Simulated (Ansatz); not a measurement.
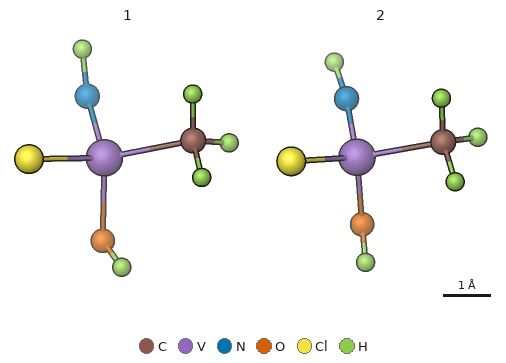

Two geometries of CH5ClNOV (coarse preliminary run), drawn at one scale. One is the start of a relaxation, the other its converged end. Style: ball-and-stick. Shown at a tilt.

Computed with Ansatz, RKS PBE-D4/def2-SVP. Set-up: force threshold 0.03 eV/Å; at most 200 steps.

> Which geometry has the lower energy?

Structure 2 is the relaxed one. The start comes from a force field. The largest move after the best rigid fit is that of an H atom, 0.62 Å. By element the largest moves are H 0.62 Å, O 0.38 Å, N 0.37 Å, Cl 0.23 Å, V 0.13 Å, C 0.09 Å. Some distances before and after: O–V 2.019 → 1.774 Å, N–V 1.823 → 1.613 Å, Cl–V 2.330 → 2.183 Å, C–V 2.103 → 2.021 Å. Among the angles between lasting bonds that change: V–N–H 122.7° → 173.2°, V–O–H 99.2° → 111.3°, O–V–Cl 108.4° → 116.6°. Groups turn about O–V by about 20°. The energy falls by 1.796 eV in 12 accepted moves (14 points after the start). Largest force component: 3.7 eV/Å at the start, 0.0065 eV/Å at the end. The line search rejected the trial steps at points 4, 8 of the run.
